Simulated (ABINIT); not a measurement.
## A GW chain in ABINIT: BAs (F-43m)

Aim: the G0W0 gap of BAs (F-43m) on PBE, step by step.

Program: ABINIT 10.8.3. Level of theory: PBE and many-body steps on it, plane waves. Results are calculated unless marked as measured.

**The experiments to reproduce.**

- Gap 1.82 eV: indirect optical gap from absorption edge; UV-visible absorption; 300 K; bulk crystal (single crystal grown by chemical vapor transport) (“Basic Physical Properties of Cubic Boron Arsenide”, 2019, arxiv:1911.11281).

- Gap 4.12 eV: direct gap from square of absorption coefficient, average of two samples; spectroscopic ellipsometry; 300 K; bulk crystal (CVT-grown opaque bulk crystals) (“Optical properties of cubic boron arsenide”, 2019, arxiv:1911.04914).

- Gap 2.02 eV: indirect gap from square root of absorption coefficient, average of three samples; transmission and reflection spectroscopy; 300 K; bulk crystal (CVT-grown platelets about 10 um thick) (“Optical properties of cubic boron arsenide”, 2019, arxiv:1911.04914).

## (1) The starting structure

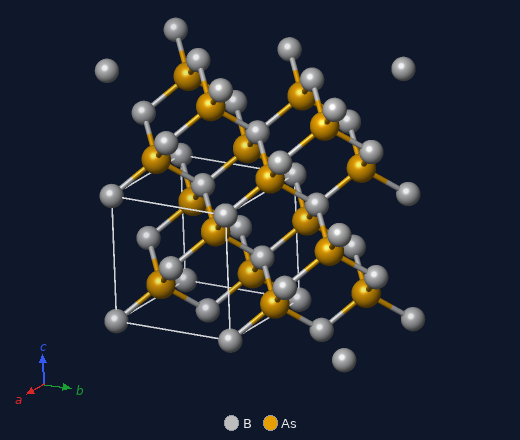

The starting structure, seen slightly off an axis (boron light grey, arsenic orange). 1×2×2 cells are drawn. This picture shows the conventional cell, with its axes. Bonds to atoms that aren't drawn are left out. Some periodic images of atoms are drawn too.

Coordinates:

```cif
data_structure
_symmetry_space_group_name_H-M 'P 1'
_symmetry_Int_Tables_number 1
_cell_length_a 3.3778
_cell_length_b 3.3778
_cell_length_c 3.3778
_cell_angle_alpha 60.000
_cell_angle_beta 60.000
_cell_angle_gamma 60.000
_cell_volume 27.25
loop_
_atom_site_label
_atom_site_type_symbol
_atom_site_fract_x
_atom_site_fract_y
_atom_site_fract_z
_atom_site_occupancy
B1 B 0.00000 0.00000 0.00000 1
As2 As 0.25000 0.25000 0.25000 1
```

The cell and positions come from the Crystallography Open Database and are kept as given unless a step says otherwise.

## (2) Ground state

This step: ABINIT 10.8.3; DFT, PBE, plane waves, norm-conserving pseudopotentials.

The ground-state density comes first.

File run.abi:

```
acell 3*1.0 Angstrom
rprim 
  -0.000000000000 2.388500000000 2.388500000000
  2.388500000000 -0.000000000000 2.388500000000
  2.388500000000 2.388500000000 -0.000000000000
ntypat 2
znucl 5 33
natom 2
typat 1 2
xred 
  0.000000000000 0.000000000000 0.000000000000
  0.250000000000 0.250000000000 0.250000000000
pp_dirpath "pseudos"
pseudos "B.upf, As.upf"
ecut 44
ngkpt 8 8 8
nshiftk 1
shiftk 0 0 0
kptopt 1
chksymbreak 0
nband 18
occopt 1
tolvrs 1e-10
nstep 60
prtwf 0
optforces 0
optstress 0
indata_prefix "in"
outdata_prefix "out"
tmpdata_prefix "tmp"
```

Started as:

```bash
OMP_NUM_THREADS=1 mpirun -n 8 abinit run.abi > log
```

Numbers of over 12 decimals in the logs are rounded to 6 here.

The program printed:

```text
.Version 10.8.3 of ABINIT. v10.8.2 released Aug 2026.

 Symmetries : space group F-4 3 m (#216); Bravais cF (face-center cubic)
================================================================================
 Values of the parameters that define the memory need of the present run
     intxc =       0    ionmov =       0      iscf =       7    lmnmax =       6
     lnmax =       6     mgfft =      40  mpssoang =       3    mqgrid =    3001
     natom =       2  nloc_mem =       1    nspden =       1   nspinor =       1
    nsppol =       1      nsym =      24    n1xccc =    2501    ntypat =       2
    occopt =       1   xclevel =       2
-    mband =          18        mffmem =           1         mkmem =           4
       mpw =        2601          nfft =       64000          nkpt =          29
================================================================================
  Rough estimation (10% accuracy) of disk space for files :
================================================================================

--------------------------------------------------------------------------------
------------- Echo of variables that govern the present computation ------------
--------------------------------------------------------------------------------
 -outvars: echo values of preprocessed input variables --------
            acell      1.8897261259E+00  1.8897261259E+00  1.8897261259E+00 Bohr

      chksymbreak           0
             ecut      4.40000000E+01 Hartree
-          fftalg         312

              ixc     -101130
              kpt      0.00000000E+00  0.00000000E+00  0.00000000E+00
                       1.25000000E-01  0.00000000E+00  0.00000000E+00
                       2.50000000E-01  0.00000000E+00  0.00000000E+00
                       3.75000000E-01  0.00000000E+00  0.00000000E+00
                       5.00000000E-01  0.00000000E+00  0.00000000E+00
                       1.25000000E-01  1.25000000E-01  0.00000000E+00
                       2.50000000E-01  1.25000000E-01  0.00000000E+00
                       3.75000000E-01  1.25000000E-01  0.00000000E+00
                       5.00000000E-01  1.25000000E-01  0.00000000E+00
   [... 18 further rows ...]
                      -3.75000000E-01  5.00000000E-01  1.25000000E-01
                      -2.50000000E-01  5.00000000E-01  2.50000000E-01
         kptrlatt        8    0    0      0    8    0      0    0    8
          kptrlen      5.10656775E+01
P           mkmem           4
            natom           2
            nband          18
            ngfft          40      40      40
             nkpt          29
            nstep          60
             nsym          24
           ntypat           2
              occ      2.000000  2.000000  2.000000  2.000000  2.000000  2.000000
                       2.000000  2.000000  2.000000  2.000000  2.000000  2.000000
                       2.000000  0.000000  0.000000  0.000000  0.000000  0.000000
        optforces           0
        optstress           0
            prtwf           0
            rprim     -0.0000000000E+00  2.3885000000E+00  2.3885000000E+00
[...]
spgroup         216

           tolvrs      1.00000000E-10

             xred      0.0000000000E+00  0.0000000000E+00  0.0000000000E+00
[...]
znucl        5.00000   33.00000

================================================================================

 chkinp: Checking input parameters for consistency.

================================================================================
== DATASET  1 ==================================================================
-   mpi_nproc: 8, omp_nthreads: 1 (-1 if OMP is not activated)

--- !DatasetInfo
iteration_state: {dtset: 1, }
dimensions: {natom: 2, nkpt: 29, mband: 18, nsppol: 1, nspinor: 1, nspden: 1, mpw: 2601, }
cutoff_energies: {ecut:  44.0, pawecutdg:  -1.0, }
electrons: {nelect:   2.60000000E+01, charge:   0.00000000E+00, occopt:   1.00000000E+00, tsmear:   1.00000000E-02, }

 Real(R)+Recip(G) space primitive vectors, cartesian coordinates (Bohr,Bohr^-1):
 R(1)=  0.0000000  4.5136109  4.5136109  G(1)= -0.1107761  0.1107761  0.1107761
 R(2)=  4.5136109  0.0000000  4.5136109  G(2)=  0.1107761 -0.1107761  0.1107761
 R(3)=  4.5136109  4.5136109  0.0000000  G(3)=  0.1107761  0.1107761 -0.1107761
 Unit cell volume ucvol=  1.8390873E+02 bohr^3
 Angles (23,13,12)=  6.00000000E+01  6.00000000E+01  6.00000000E+01 degrees

 getcut: wavevector=  0.0000  0.0000  0.0000  ngfft=  40  40  40
         ecut(hartree)=     44.000   => boxcut(ratio)=   2.09860

--- Pseudopotential description ------------------------------------------------
- B Generated using ONCVPSP code by D. R. Hamann
-  5.00000   3.00000  171031                  znucl, zion, pspdat
12 -101130 1 -1 1534                          pspcod,pspxc,lmax,lloc,mmax
     nproj     2     2     0
  pspatm : epsatm=    3.38844616
         --- l  ekb(1:nproj) -->
[...]
pspatm: atomic psp has been read  and splines computed

- As Generated using ONCVPSP code by D. R. Hamann
- 33.00000  23.00000  171031                  znucl, zion, pspdat
12 -101130 2 -1 1358                          pspcod,pspxc,lmax,lloc,mmax
     nproj     2     2     2
  pspatm : epsatm=   24.77333152
         --- l  ekb(1:nproj) -->
[...]
2  -10.105298   -4.355719
 pspatm: atomic psp has been read  and splines computed

   7.32206220E+02                                ecore*ucvol(ha*bohr**3)
--------------------------------------------------------------------------------

_setup2: Arith. and geom. avg. npw (full set) are    2564.154    2564.133

================================================================================

--- !BeginCycle
iteration_state: {dtset: 1, }
solver: {iscf: 7, nstep: 60, nline: 4, wfoptalg: 0, }
tolerances: {tolvrs: 1.00E-10, }

     iter   Etot(hartree)      deltaE(h)  residm     vres2
 ETOT  1  -307.28277226239    -3.073E+02 1.451E+00 2.107E+02
 ETOT  2  -308.18137084335    -8.986E-01 4.681E-02 9.286E+01
 ETOT  3  -308.19264815402    -1.128E-02 4.179E-02 1.329E+00
 ETOT  4  -308.19277605002    -1.279E-04 1.708E-03 3.985E-02
 ETOT  5  -308.19279338962    -1.734E-05 7.103E-05 1.145E-02
 ETOT  6  -308.19279455618    -1.167E-06 1.440E-04 2.116E-04
 ETOT  7  -308.19279456963    -1.345E-08 1.289E-05 4.646E-06
 ETOT  8  -308.19279456994    -3.174E-10 2.002E-05 4.544E-08
 ETOT  9  -308.19279456993     1.523E-11 1.139E-05 1.993E-09
 ETOT 10  -308.19279456992     1.432E-11 1.824E-05 2.264E-11

 At SCF step   10       vres2   =  2.26E-11 < tolvrs=  1.00E-10 =>converged.

--- !ResultsGS
iteration_state: {dtset: 1, }
comment   : Summary of ground state results
lattice_vectors:
- [ -0.0000000,   4.5136109,   4.5136109, ]
- [  4.5136109,  -0.0000000,   4.5136109, ]
- [  4.5136109,   4.5136109,  -0.0000000, ]
lattice_lengths: [   6.38321,    6.38321,    6.38321, ]
lattice_angles: [ 60.000,  60.000,  60.000, ] # degrees, (23, 13, 12)
lattice_volume:   1.8390873E+02
convergence: {deltae:  1.432E-11, res2:  2.264E-11, residm:  1.824E-05, diffor:  0.000E+00, }
etotal    :  -3.08192795E+02
entropy   :   0.00000000E+00
fermie    :   2.93949411E-01
cartesian_stress_tensor: null
pressure_GPa: null
xred      :
- [  0.0000E+00,   0.0000E+00,   0.0000E+00,  B]
- [  2.5000E-01,   2.5000E-01,   2.5000E-01, As]
cartesian_forces: null
force_length_stats: {min: null, max: null, mean: null, }

 Integrated electronic density in atomic spheres:
 ------------------------------------------------
 Atom  Sphere_radius  Integrated_density
    1        2.00000          2.57184315
    2        2.00000         20.47813491
================================================================================

 ----iterations are completed or convergence reached----

 Mean square residual over all n,k,spin=   60.034E-09; max=  18.236E-06
 reduced coordinates (array xred) for    2 atoms
       0.000000000000      0.000000000000      0.000000000000
       0.250000000000      0.250000000000      0.250000000000
 rms dE/dt=  0.0000E+00; max dE/dt=  0.0000E+00; dE/dt below (all hartree)
    1       0.000000000000      0.000000000000      0.000000000000
    2       0.000000000000      0.000000000000      0.000000000000

 cartesian coordinates (angstrom) at end:
    1      0.000000     0.000000     0.000000
    2      1.194250     1.194250     1.194250
 length scales=  1.889726125908  1.889726125908  1.889726125908 bohr
              =  1.000000000000  1.000000000000  1.000000000000 angstroms
 prteigrs : about to open file out_EIG
 Fermi (or HOMO) energy (hartree) =   0.29395   Average Vxc (hartree)=  -0.41185
 Eigenvalues (hartree) for nkpt=  29  k points:
 kpt#   1, nband= 18, wtk=  0.00195, kpt=  0.0000  0.0000  0.0000 (reduced coord)
  -6.52474   -4.44262   -4.44262   -4.44262   -1.02470   -1.02470   -1.02470   -1.02395
  -1.02395   -0.27205    0.29395    0.29395    0.29395    0.41483    0.41483    0.41483
   0.46596    0.64661
 prteigrs : prtvol=0 or 1, do not print more k-points.

--- !EnergyTerms
iteration_state     : {dtset: 1, }
comment             : Components of total free energy in Hartree
kinetic             :  1.38353924928963E+02
hartree             :  1.24507800013425E+02
xc                  : -2.89029142097494E+01
Ewald energy        : -1.42752833839720E+02
psp_core            :  3.98135661095920E+00
local_psp           : -3.25924045357233E+02
non_local_psp       : -7.74560827165594E+01
total_energy        : -3.08192794569915E+02
total_energy_eV     : -8.38635317127023E+03
band_energy         : -4.95260199424558E+01

== END DATASET(S) ==============================================================
================================================================================

 -outvars: echo values of variables after computation  --------
           etotal     -3.0819279457E+02
            nband          18
             nkpt          29
          spgroup         216
 [... the other variables as echoed above ...]

 Calculation completed.
```

The job ended after 9 s (8 MPI ranks of Arm Neoverse V1, shared host; peak memory 0.56 GiB; 71 s of CPU time).

This step gave:

| Item | Value |
| --- | --- |
| total energy | -8386.3532 eV |
| gap | 1.208 eV |
| k of the valence top | 0, 0, 0 |
| k of the conduction bottom | 0.375, 0.375, 0 |
| least direct gap | 3.289 eV |

The gap is indirect, with the least direct gap 2.08 eV higher.

[end of part 1 of 3]

[Paths, hosts, dates, memory and timing lines, banners, echoed tables and standing remarks are left out of the program output.]

[Logs are printed without paths, hosts, clocks, repeated set-up lines and the standing remarks that a program may print on its own settings, such as how far it seeks lower states.]

[Runs of the session that timed out or met a known fault of the program may be left out.]

[Hosts, paths, dates, database ids (printed as entryN), source tags and the programs' standing remarks are cut or masked in the printed files.]

[G0W0 gaps are taken among the corrected bands and points alone; a level outside them can change the order at an edge.]

[Where Ansatz stands beside ABINIT at settings called matched, ABINIT's density can come from a denser mesh and the files from another edition; pairs whose starting gaps differed by over 0.03 eV were left out, so agreement reads better than it is.]
